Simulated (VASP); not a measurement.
Energy against volume of Al (fcc). Method: TPSS meta-GGA, VASP's PBE PAW potentials (set 64) (plane waves; VASP 6.6.1).

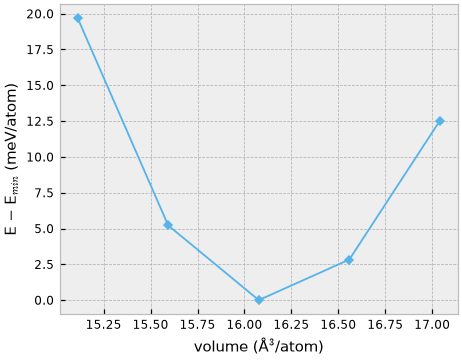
Fig. 1. Energy against volume

Task: Estimate the equilibrium volume and the bulk modulus.

Result: The minimum lies near 16.1 Å³/atom, and the curvature gives B0 of about 87 GPa.

Measured: bulk modulus 80.8 GPa at 0 K (computed value off by +7.8 %), as given by H. Levämäki et al., Physical Review B (2014), arXiv:1402.3671 [corrected for temperature and zero-point phonon effects]; a 4.018 Å at 0 K (computed value off by -0.2 %), as given by Daniel Mejia-Rodriguez et al., Physical Review B (2018), arXiv:1807.09216 [static lattice: zero-point anharmonic expansion removed].

The compound is Al in the fcc structure. It was relaxed first.
